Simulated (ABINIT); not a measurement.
# SiO2 (Stishovite): G0W0 with ABINIT, start to end, part 2 of 3

How does a plane-wave GW calculation on SiO2 (Stishovite) run from the first input to the gap?

ABINIT 10.8.3; LDA and many-body steps on it, plane waves. Known limits of the many-body steps: not at the basis limit; coarse k mesh.

So far. Step 2 (Ground state): The gap is direct, at Γ.

## (3) Bands along the symmetry lines

Level of this step: DFT, LDA, plane waves, norm-conserving pseudopotentials (ABINIT).

The cheap functional maps the bands first; the places of the edges decide which points the dearer methods must see.

File run.abi:

```
acell 3*1.0 Angstrom
rprim 
  4.177300000000 0.000000000000 0.000000000000
  0.000000000000 4.177300000000 0.000000000000
  0.000000000000 0.000000000000 2.665200000000
ntypat 2
znucl 14 8
natom 6
typat 1 1 2 2 2 2
xred 
  0.000000000000 0.000000000000 0.000000000000
  0.500000000000 0.500000000000 0.500000000000
  0.305900000000 0.305900000000 0.000000000000
  0.194100000000 0.805900000000 0.500000000000
  0.694100000000 0.694100000000 0.000000000000
  0.805900000000 0.194100000000 0.500000000000
pp_dirpath "pseudos"
pseudos "Si.upf, O.upf"
ecut 36
iscf -2
irdden 1
kptopt 0
nkpt 75
kpt 
  0.00000000 0.00000000 0.00000000
  0.00000000 0.06250000 0.00000000
  0.00000000 0.12500000 0.00000000
  0.00000000 0.18750000 0.00000000
  0.00000000 0.25000000 0.00000000
  0.00000000 0.31250000 0.00000000
  0.00000000 0.37500000 0.00000000
  0.00000000 0.43750000 0.00000000
  0.00000000 0.50000000 0.00000000
  0.06250000 0.50000000 0.00000000
  0.12500000 0.50000000 0.00000000
  0.18750000 0.50000000 0.00000000
  0.25000000 0.50000000 0.00000000
  0.31250000 0.50000000 0.00000000
  0.37500000 0.50000000 0.00000000
  0.43750000 0.50000000 0.00000000
  0.50000000 0.50000000 0.00000000
  0.43750000 0.43750000 0.00000000
  0.37500000 0.37500000 0.00000000
  0.31250000 0.31250000 0.00000000
  0.25000000 0.25000000 0.00000000
  0.18750000 0.18750000 0.00000000
  0.12500000 0.12500000 0.00000000
  0.06250000 0.06250000 0.00000000
  0.00000000 0.00000000 0.00000000
  0.00000000 0.00000000 0.06250000
  0.00000000 0.00000000 0.12500000
  0.00000000 0.00000000 0.18750000
  0.00000000 0.00000000 0.25000000
  0.00000000 0.00000000 0.31250000
  0.00000000 0.00000000 0.37500000
  0.00000000 0.00000000 0.43750000
  0.00000000 0.00000000 0.50000000
  0.00000000 0.06250000 0.50000000
  0.00000000 0.12500000 0.50000000
  0.00000000 0.18750000 0.50000000
  0.00000000 0.25000000 0.50000000
  0.00000000 0.31250000 0.50000000
  0.00000000 0.37500000 0.50000000
  0.00000000 0.43750000 0.50000000
  0.00000000 0.50000000 0.50000000
  0.06250000 0.50000000 0.50000000
  0.12500000 0.50000000 0.50000000
  0.18750000 0.50000000 0.50000000
  0.25000000 0.50000000 0.50000000
  0.31250000 0.50000000 0.50000000
  0.37500000 0.50000000 0.50000000
  0.43750000 0.50000000 0.50000000
  0.50000000 0.50000000 0.50000000
  0.43750000 0.43750000 0.50000000
  0.37500000 0.37500000 0.50000000
  0.31250000 0.31250000 0.50000000
  0.25000000 0.25000000 0.50000000
  0.18750000 0.18750000 0.50000000
  0.12500000 0.12500000 0.50000000
  0.06250000 0.06250000 0.50000000
  0.00000000 0.00000000 0.50000000
  0.00000000 0.50000000 0.00000000
  0.00000000 0.50000000 0.06250000
  0.00000000 0.50000000 0.12500000
  0.00000000 0.50000000 0.18750000
  0.00000000 0.50000000 0.25000000
  0.00000000 0.50000000 0.31250000
  0.00000000 0.50000000 0.37500000
  0.00000000 0.50000000 0.43750000
  0.00000000 0.50000000 0.50000000
  0.50000000 0.50000000 0.00000000
  0.50000000 0.50000000 0.06250000
  0.50000000 0.50000000 0.12500000
  0.50000000 0.50000000 0.18750000
  0.50000000 0.50000000 0.25000000
  0.50000000 0.50000000 0.31250000
  0.50000000 0.50000000 0.37500000
  0.50000000 0.50000000 0.43750000
  0.50000000 0.50000000 0.50000000
istwfk *1
nband 28
nbdbuf 7
tolwfr 1e-07
nstep 50
prtwf 0
prtvol 0
indata_prefix "in"
outdata_prefix "out"
tmpdata_prefix "tmp"
```

Command:

```console
OMP_NUM_THREADS=1 mpirun -n 4 abinit run.abi > log
```

Numbers of over 12 decimals in the logs are rounded to 6 here.

The program printed:

```text
.Version 10.8.3 of ABINIT. v10.8.2 released Aug 2026.

 Symmetries : space group P4_2/m n m (#136); Bravais tP (primitive tetrag.)
[... echo of the input left out ...]
== DATASET  1 ==================================================================
-   mpi_nproc: 4, omp_nthreads: 1 (-1 if OMP is not activated)

--- !DatasetInfo
iteration_state: {dtset: 1, }
dimensions: {natom: 6, nkpt: 75, mband: 28, nsppol: 1, nspinor: 1, nspden: 1, mpw: 3273, }
cutoff_energies: {ecut:  36.0, pawecutdg:  -1.0, }
electrons: {nelect:   3.20000000E+01, charge:   0.00000000E+00, occopt:   1.00000000E+00, tsmear:   1.00000000E-02, }

 Real(R)+Recip(G) space primitive vectors, cartesian coordinates (Bohr,Bohr^-1):
 R(1)=  7.8939529  0.0000000  0.0000000  G(1)=  0.1266792  0.0000000  0.0000000
 R(2)=  0.0000000  7.8939529  0.0000000  G(2)=  0.0000000  0.1266792  0.0000000
 R(3)=  0.0000000  0.0000000  5.0364981  G(3)=  0.0000000  0.0000000  0.1985507
 Unit cell volume ucvol=  3.1384682E+02 bohr^3
 Angles (23,13,12)=  9.00000000E+01  9.00000000E+01  9.00000000E+01 degrees

 getcut: wavevector=  0.0000  0.0000  0.0000  ngfft=  45  45  30
         ecut(hartree)=     36.000   => boxcut(ratio)=   2.06368

--- Pseudopotential description ------------------------------------------------
- Si Generated using ONCVPSP code by D. R. Hamann
- 14.00000   4.00000  180309                  znucl, zion, pspdat
12 -1012 2 -1 1510                            pspcod,pspxc,lmax,lloc,mmax
     nproj     2     2     2
  pspatm : epsatm=    6.67003958
         --- l  ekb(1:nproj) -->
             0    5.565958    0.856966
             1    2.726111    0.629828
             2   -2.124804   -0.444604
 pspatm: atomic psp has been read  and splines computed

- O Generated using ONCVPSP code by D. R. Hamann
-  8.00000   6.00000  201201                  znucl, zion, pspdat
12 -1012 2 -1 926                             pspcod,pspxc,lmax,lloc,mmax
     nproj     2     2     1
  pspatm : epsatm=    6.27558587
         --- l  ekb(1:nproj) -->
[...]
2   -1.033686
 pspatm: atomic psp has been read  and splines computed

--------------------------------------------------------------------------------

================================================================================
 prteigrs : about to open file out_EIG
 Non-SCF case, kpt    1 (  0.00000  0.00000  0.00000), residuals and eigenvalues=
  4.05E-08  2.61E-08  5.11E-08  2.89E-08  4.66E-08  3.63E-08  4.42E-08  5.92E-08
  6.24E-08  4.22E-08  4.08E-08  6.11E-08  6.17E-08  3.43E-08  3.90E-08  6.40E-08
  3.00E-08  5.90E-08  5.70E-08  4.17E-08  6.48E-08  5.49E-08  1.14E-05  1.31E-05
  2.40E-04  3.76E-03  2.89E-04  1.02E-03
 -5.6576E-01 -4.2781E-01 -4.2781E-01 -4.1921E-01 -1.4497E-01  1.6544E-02
  1.6544E-02  2.1620E-02  5.5407E-02  6.5332E-02  1.3850E-01  1.3850E-01
  1.6186E-01  2.2251E-01  2.2251E-01  2.5573E-01  4.6391E-01  4.9441E-01
[...]
Non-SCF case, kpt   74 (  0.50000  0.50000  0.43750), residuals and eigenvalues=
[...]
Non-SCF case, kpt   75 (  0.50000  0.50000  0.50000), residuals and eigenvalues=
[...]
1.8996E-01  1.8996E-01  1.9827E-01  1.9827E-01  5.1572E-01  5.1572E-01
  6.5303E-01  6.5303E-01  6.7722E-01  6.7722E-01  7.6145E-01  7.6145E-01
[...]
--- !ResultsGS
iteration_state: {dtset: 1, }
comment   : Summary of ground state results
lattice_vectors:
- [  7.8939529,   0.0000000,   0.0000000, ]
- [  0.0000000,   7.8939529,   0.0000000, ]
- [  0.0000000,   0.0000000,   5.0364981, ]
lattice_lengths: [   7.89395,    7.89395,    5.03650, ]
lattice_angles: [ 90.000,  90.000,  90.000, ] # degrees, (23, 13, 12)
lattice_volume:   3.1384682E+02
convergence: {deltae:  0.000E+00, res2:  0.000E+00, residm:  9.970E-08, diffor:  0.000E+00, }
etotal    :  -7.48719969E+01
entropy   :   0.00000000E+00
fermie    :   2.55733456E-01
cartesian_stress_tensor: null
pressure_GPa: null
xred      :
- [  0.0000E+00,   0.0000E+00,   0.0000E+00, Si]
- [  5.0000E-01,   5.0000E-01,   5.0000E-01, Si]
- [  3.0590E-01,   3.0590E-01,   0.0000E+00,  O]
- [  1.9410E-01,   8.0590E-01,   5.0000E-01,  O]
- [  6.9410E-01,   6.9410E-01,   0.0000E+00,  O]
- [  8.0590E-01,   1.9410E-01,   5.0000E-01,  O]
cartesian_forces: null
force_length_stats: {min: null, max: null, mean: null, }

 Integrated electronic density in atomic spheres:
 ------------------------------------------------
 Atom  Sphere_radius  Integrated_density
[...]
================================================================================

 ----iterations are completed or convergence reached----

 Mean square residual over all n,k,spin=   50.054E-09; max=  99.697E-09
 reduced coordinates (array xred) for    6 atoms
[...]
0.694100000000      0.694100000000      0.000000000000
       0.805900000000      0.194100000000      0.500000000000

 cartesian coordinates (angstrom) at end:
[...]
length scales=  1.889726125908  1.889726125908  1.889726125908 bohr
              =  1.000000000000  1.000000000000  1.000000000000 angstroms
 prteigrs : about to open file out_EIG
 Eigenvalues (hartree) for nkpt=  75  k points:
 kpt#   1, nband= 28, wtk=  1.00000, kpt=  0.0000  0.0000  0.0000 (reduced coord)
[...]
kpt#   2, nband= 28, wtk=  1.00000, kpt=  0.0000  0.0625  0.0000 (reduced coord)
[...]
kpt#   3, nband= 28, wtk=  1.00000, kpt=  0.0000  0.1250  0.0000 (reduced coord)
[...]
kpt#  74, nband= 28, wtk=  1.00000, kpt=  0.5000  0.5000  0.4375 (reduced coord)
[...]
0.81569    0.81682    0.82458    0.82608
 kpt#  75, nband= 28, wtk=  1.00000, kpt=  0.5000  0.5000  0.5000 (reduced coord)
[...]
0.08729    0.08729    0.08804    0.08804    0.18996    0.18996    0.19827    0.19827
   0.51572    0.51572    0.65303    0.65303    0.67722    0.67722    0.76145    0.76145
   0.82128    0.82209    0.82997    0.83200

== END DATASET(S) ==============================================================
================================================================================

 -outvars: echo values of variables after computation  --------
            nband          28
             nkpt          75
          spgroup         136
 [... the other variables as echoed above ...]

 Calculation completed.
```

It took 25 s on 4 MPI ranks of Arm Neoverse V2, shared host; peak memory 0.35 GiB; 99 s of CPU time.

Numbers from this step:

```
gap                        : 5.665 eV
k of the valence top       : 0, 0, 0
k of the conduction bottom : 0, 0, 0
least direct gap           : 5.665 eV
```

The gap is 5.665 eV, as in the run before at this level.

The electronic bands at the labelled points (eV, zero at the top of the highest filled band):

```
    point  band 13  band 14  band 15  band 16  band 17  band 18  band 19  band 20
        Γ    -2.55    -0.90    -0.90     0.00     5.66     6.49     8.41     8.41
        X    -2.74    -2.74    -1.08    -1.08     7.65     7.65     8.95     8.95
        M    -2.71    -2.71    -2.31    -2.31     7.31     7.31     9.92     9.92
        Γ    -2.55    -0.90    -0.90     0.00     5.66     6.49     8.41     8.41
        Z    -3.14    -3.14    -2.71    -2.71     8.92     8.92    12.42    12.42
        R    -2.33    -2.33    -1.78    -1.78     8.61     8.61     9.77     9.77
        A    -1.79    -1.79    -1.56    -1.56     7.07     7.07    10.81    10.81
        Z    -3.14    -3.14    -2.71    -2.71     8.92     8.92    12.42    12.42
jump to X    -2.74    -2.74    -1.08    -1.08     7.65     7.65     8.95     8.95
        R    -2.33    -2.33    -1.78    -1.78     8.61     8.61     9.77     9.77
jump to M    -2.71    -2.71    -2.31    -2.31     7.31     7.31     9.92     9.92
        A    -1.79    -1.79    -1.56    -1.56     7.07     7.07    10.81    10.81
```

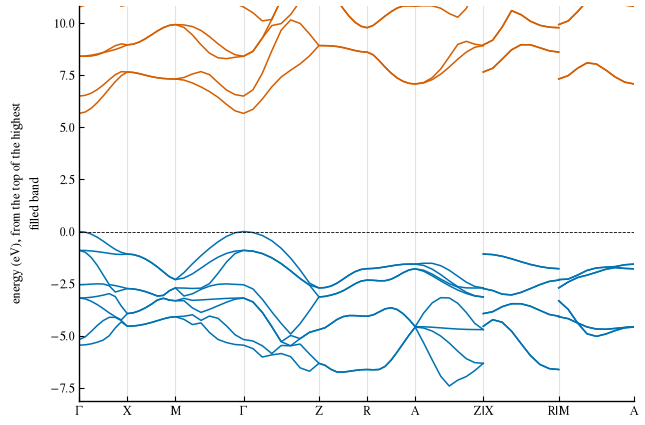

Electronic bands along the path; lines of filled and empty bands in two colours.

## (4) Empty states on the mesh, 4×4×4 mesh, 123 bands

The sums over transitions need many empty states on a uniform mesh; this step solves for them.

File run.abi:

```
acell 3*1.0 Angstrom
rprim 
  4.177300000000 0.000000000000 0.000000000000
  0.000000000000 4.177300000000 0.000000000000
  0.000000000000 0.000000000000 2.665200000000
ntypat 2
znucl 14 8
natom 6
typat 1 1 2 2 2 2
xred 
  0.000000000000 0.000000000000 0.000000000000
  0.500000000000 0.500000000000 0.500000000000
  0.305900000000 0.305900000000 0.000000000000
  0.194100000000 0.805900000000 0.500000000000
  0.694100000000 0.694100000000 0.000000000000
  0.805900000000 0.194100000000 0.500000000000
pp_dirpath "pseudos"
pseudos "Si.upf, O.upf"
ecut 36
ngkpt 4 4 4
nshiftk 1
shiftk 0 0 0
kptopt 1
chksymbreak 0
irdden 1
istwfk *1
nband 123
prtvol 0
optdriver 6
gwr_task "HDIAGO"
paral_kgb 0
occopt 1
indata_prefix "in"
outdata_prefix "out"
tmpdata_prefix "tmp"
```

The program printed:

```text
[banner, memory and clock lines left out]
.Version 10.8.3 of ABINIT. v10.8.2 released Aug 2026.

 Symmetries : space group P4_2/m n m (#136); Bravais tP (primitive tetrag.)
[... echo of the input left out ...]
== DATASET  1 ==================================================================
-   mpi_nproc: 4, omp_nthreads: 1 (-1 if OMP is not activated)

--- !DatasetInfo
iteration_state: {dtset: 1, }
dimensions: {natom: 6, nkpt: 18, mband: 123, nsppol: 1, nspinor: 1, nspden: 1, mpw: 3273, }
cutoff_energies: {ecut:  36.0, pawecutdg:  -1.0, }
electrons: {nelect:   3.20000000E+01, charge:   0.00000000E+00, occopt:   1.00000000E+00, tsmear:   1.00000000E-02, }

.Using double precision arithmetic; gwpc =  8

- Reading GS density from: in_DEN

--- Pseudopotential description ------------------------------------------------
- Si Generated using ONCVPSP code by D. R. Hamann
- 14.00000   4.00000  180309                  znucl, zion, pspdat
12 -1012 2 -1 1510                            pspcod,pspxc,lmax,lloc,mmax
     nproj     2     2     2
  pspatm : epsatm=    6.67003958
         --- l  ekb(1:nproj) -->
             0    5.565958    0.856966
             1    2.726111    0.629828
             2   -2.124804   -0.444604
 pspatm: atomic psp has been read  and splines computed

- O Generated using ONCVPSP code by D. R. Hamann
-  8.00000   6.00000  201201                  znucl, zion, pspdat
12 -1012 2 -1 926                             pspcod,pspxc,lmax,lloc,mmax
     nproj     2     2     1
  pspatm : epsatm=    6.27558587
         --- l  ekb(1:nproj) -->
             0    6.026028    0.816167
             1   -4.798959   -1.172522
             2   -1.033686
 pspatm: atomic psp has been read  and splines computed

   1.23015752E+03                                ecore*ucvol(ha*bohr**3)

 Total charge density [el/Bohr^3]
)     Maximum=    1.0144E+00  at reduced coord.    0.2444    0.8444    0.5000
)     Minimum=    8.4002E-04  at reduced coord.    0.0000    0.0000    0.0000
   Integrated=    3.2000E+01

 === KS gaps after direct diagonalization ===
 Direct band gap semiconductor
 Fundamental gap:     5.665 (eV)
   VBM:     6.959 (eV) at k: [ 0.0000E+00,  0.0000E+00,  0.0000E+00]
   CBM:    12.624 (eV) at k: [ 0.0000E+00,  0.0000E+00,  0.0000E+00]
 Direct gap:         5.665 (eV) at k: [ 0.0000E+00,  0.0000E+00,  0.0000E+00]

== END DATASET(S) ==============================================================

 -outvars: echo values of variables after computation  --------
           etotal      0.0000000000E+00
            nband         123
             nkpt          18
          spgroup         136
 [... the other variables as echoed above ...]

 Calculation completed.
```

It took 1.8 min on 4 MPI ranks; peak memory 2.5 GiB.

This step gave:

```yaml
gap: 5.665 eV
k_of_the_valence_top: 0, 0, 0
k_of_the_conduction_bottom: 0, 0, 0
least_direct_gap: 5.665 eV
k_points_computed: 18
lowest_point_of_the_top_converged_band_above_the_valence_top: 78.4646 eV
```

On this mesh the gap is 5.665 eV.

## (5) Screening, 4×4×4 mesh, 115 bands, screening to 130.6 eV

The RPA dielectric matrix is built and inverted for each q.

This step: RPA screening on LDA, plane waves, norm-conserving pseudopotentials.

run.abi, as its differences from that of step 4:

```diff
@@ -24,10 +24,11 @@
 chksymbreak 0
-irdden 1
 istwfk *1
-nband 123
-prtvol 0
-optdriver 6
-gwr_task "HDIAGO"
-paral_kgb 0
 occopt 1
+irdwfk 1
+optdriver 3
+nband 115
+ecuteps 4.8
+inclvkb 2
+awtr 1
+symchi 1
 indata_prefix "in"
```

The program printed:

```text
.Version 10.8.3 of ABINIT. v10.8.2 released Aug 2026.

 Symmetries : space group P4_2/m n m (#136); Bravais tP (primitive tetrag.)
[... echo of the input left out ...]
== DATASET  1 ==================================================================
-   mpi_nproc: 4, omp_nthreads: 1 (-1 if OMP is not activated)

--- !DatasetInfo
iteration_state: {dtset: 1, }
dimensions: {natom: 6, nkpt: 18, mband: 115, nsppol: 1, nspinor: 1, nspden: 1, mpw: 3273, }
cutoff_energies: {ecut:  36.0, pawecutdg:  -1.0, }
electrons: {nelect:   3.20000000E+01, charge:   0.00000000E+00, occopt:   1.00000000E+00, tsmear:   1.00000000E-02, }

 SCREENING: Calculation of the susceptibility and dielectric matrices

 Based on a program developped by R.W. Godby, V. Olevano, G. Onida, and L. Reining.
 Incorporated in ABINIT by V. Olevano, G.-M. Rignanese, and M. Torrent.
.Using double precision arithmetic ; gwpc =  8

[... cell and pseudopotentials left out ...]
--------------------------------------------------------------------------------

 ==== K-mesh for the wavefunctions ====
 Number of points in the irreducible wedge :    18
[... list of points left out ...]
 Together with 16 symmetry operations and time-reversal symmetry
 yields    64 points in the full Brillouin Zone.

 ==== Q-mesh for the screening function ====
 Number of points in the irreducible wedge :    18
[... list of points left out ...]
 Together with 16 symmetry operations and time-reversal symmetry
 yields    64 points in the full Brillouin Zone.

 setmesh: FFT mesh size selected  =    30x   30x   20
          total number of points  =        18000

 vcoul_init : cutoff-mode = AUXILIARY_FUNCTION
 q-points for optical limit:   1
     1)      0.000010    0.000020    0.000030

- screening: taking advantage of time-reversal symmetry
- Maximum band index for partially occupied states nbvw = 16
- Remaining bands to be divided among processors   nbcw = 99
- Number of bands treated by each node ~24

 Number of electrons calculated from density =   32.0000; Expected =   32.0000
 average of density, n =  0.101961
 r_s =    1.3279
 omega_plasma =   30.8015 [eV]

 calculating chi0 at frequencies [eV] :
  1    0.000000E+00    0.000000E+00
  2    0.000000E+00    3.080149E+01

--------------------------------------------------------------------------------
  q-point number  1        q = ( 0.000000, 0.000000, 0.000000) [r.l.u.]
--------------------------------------------------------------------------------
[... chi0 elements left out ...]
 For q-point:  0.000010 0.000020 0.000030
  dielectric constant =   3.4443
  dielectric constant without local fields =   3.7028

  Average fulfillment of the sum rule on Im[epsilon] for q-point    1 :     69.52  [%]
[... wings left out ...]
  q-point number  2        q = ( 0.250000, 0.000000, 0.000000) [r.l.u.]
--------------------------------------------------------------------------------
[... chi0 elements left out ...]
  Average fulfillment of the sum rule on Im[epsilon] for q-point    2 :     80.81  [%]

 [... 16 further q-points ...]
```

The job ended after 67 s (4 MPI ranks; peak memory 1.3 GiB).

Numbers from this step:

```
ε∞ with local fields, on this mesh, along the program's q direction : 3.444
the same without local fields                                       : 3.703
plasma frequency                                                    : 30.80 eV
plane waves in the screening matrix                                 : 161
```

Local fields lower ε∞ by 7 %. On a Γ-centred mesh this coarse the value itself is usually too large, while a short band sum pulls it down.

[end of part 2 of 3]

[Paths, hosts, dates, memory and timing lines, banners, echoed tables and standing remarks are left out of the program output.]

[Logs are printed without paths, hosts, clocks, repeated set-up lines and the standing remarks that a program may print on its own settings, such as how far it seeks lower states.]

[Runs of the session that timed out or met a known fault of the program may be left out.]

[Hosts, paths, dates, database ids (printed as entryN), source tags and the programs' standing remarks are cut or masked in the printed files.]

[G0W0 gaps are taken among the corrected bands and points alone; a level outside them can change the order at an edge.]

[Where Ansatz stands beside ABINIT at settings called matched, ABINIT's density can come from a denser mesh and the files from another edition; pairs whose starting gaps differed by over 0.03 eV were left out, so agreement reads better than it is.]
